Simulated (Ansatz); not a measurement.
## Electronic structure of AlH5N2···HCl in real space

```yaml
atoms:
  - { symbol: Al, position_ang: [-0.1280, -0.1041, -0.1032] }
  - { symbol: H, position_ang: [-0.2785, -0.0846, 1.4606] }
  - { symbol: N, position_ang: [1.4754, 0.0254, -0.8585] }
  - { symbol: H, position_ang: [1.6558, -0.1003, -1.8482] }
  - { symbol: H, position_ang: [2.2789, 0.4437, -0.4038] }
  - { symbol: N, position_ang: [-1.5996, -0.3712, -1.0660] }
  - { symbol: H, position_ang: [-2.5066, -0.5764, -0.6662] }
  - { symbol: H, position_ang: [-1.6621, -0.3282, -2.0751] }
  - { symbol: Cl, position_ang: [0.6771, 2.8353, 1.4859] }
  - { symbol: H, position_ang: [0.2474, 1.6409, 1.9125] }
```

Not at a stationary point (largest force 1.0 eV/Å).

All numbers below come from RKS B3LYP-D4/6-31G* (Ansatz).

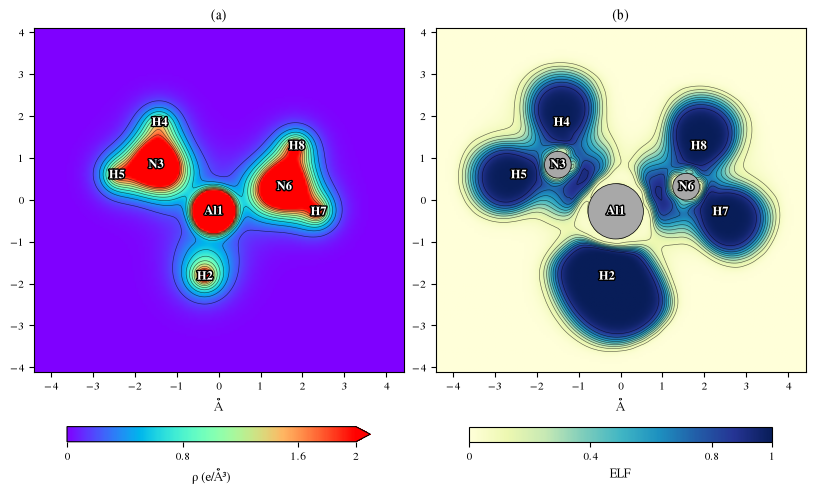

Figure 1. (a) electron density; (b) electron localisation function on the plane of atoms H2, Al1 and N6. Grey discs cover the atomic cores in the ELF map.

**What do the fields say about this system?**

The plane passes through Al, H and N nuclei.
Al–N (1.78 Å): the density is about 0.82 e/Å³ at the midpoint; the ELF peaks at about 0.90 in the valence shell of N, 0.7 Å from its nucleus, and is about 0.60 at the midpoint.
N–H (1.01 Å): the density is about 2.8 e/Å³ at the midpoint; the ELF climbs to about 1 towards the hydrogen, as it does in any bond to H: an ordinary covalent bond to hydrogen.
Al–H (1.57 Å): ρ at the midpoint is about 0.51 e/Å³; the ELF climbs to about 1 towards the hydrogen.

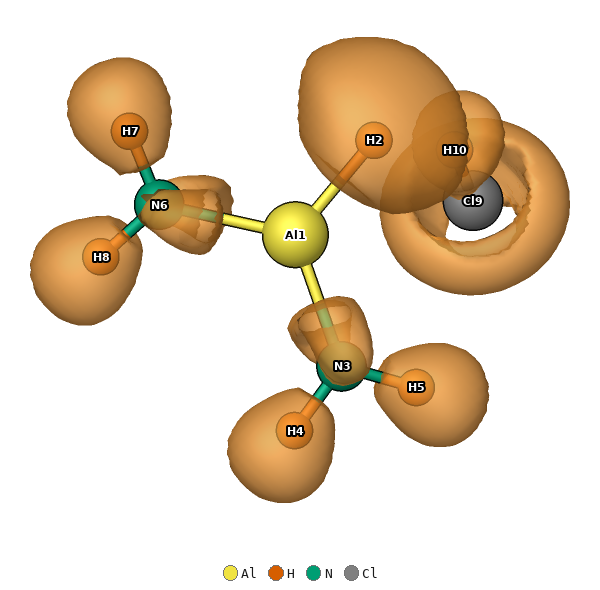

Figure 2. Isosurface of the ELF at 0.85 (orange), seen at a tilt. Core shells and regions of very low density are left out.

**What do the ELF domains correspond to?**

The ELF exceeds this value in six regions around hydrogen nuclei, two lobes of the valence shell of N pointing towards Al and one ring or bowl of non-bonding electrons around Cl. Profiles from the grid: H2···H10 (1.86 Å): the ELF dips to about 0.10 between them.

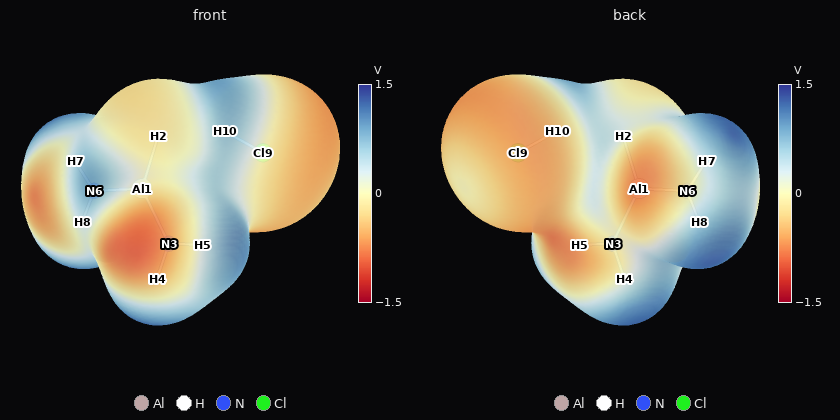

Figure 3. The electrostatic potential painted on the density surface at 0.001 e/bohr³, seen from the front and from behind; red is negative and blue positive.

**Where is the surface potential most negative and most positive?**

The most negative region (about −0.9 V) lies over N3, the most positive (about +1.2 V) over H4, H7 and H8.

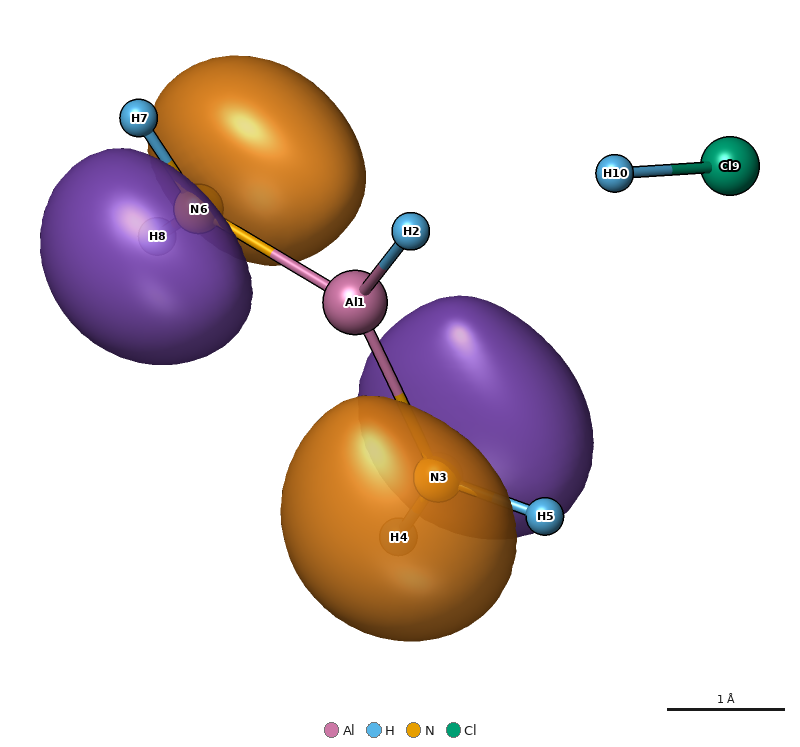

Figure 4. The HOMO at ±0.1 Å⁻³ᐟ² (orange and purple are the two phases), seen at a tilt.

**What is the character of this orbital?**

It lies mainly on N3 (about 45 %) and N6 (about 35 %); largely a combination of lone pairs on N3 and N6. Its energy is −6.42 eV.
